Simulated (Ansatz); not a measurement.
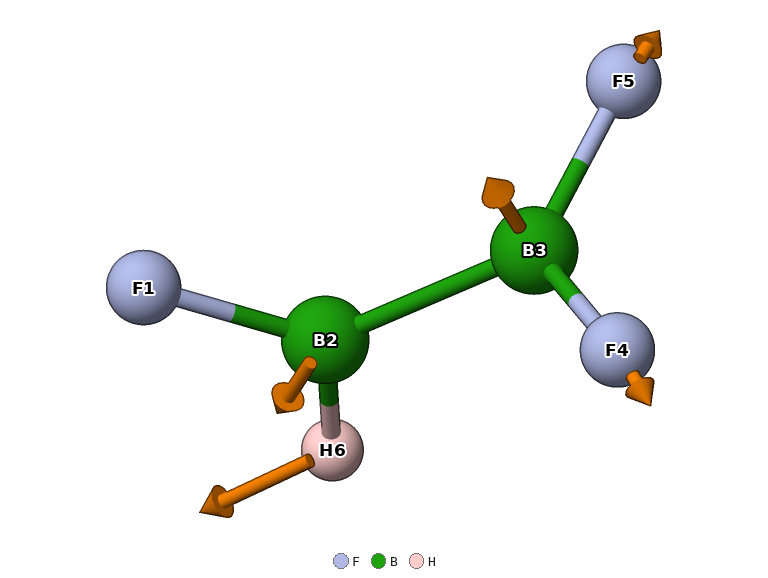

The arrows show one normal mode. Harmonic vibrations computed with RKS PBE0-D4/def2-TZVP (Ansatz 0.2.0) at a stationary point of the same level.

At what wavenumber does it lie?

Answer. 751 cm⁻¹; it is mode 6 of 12 counted from the lowest.
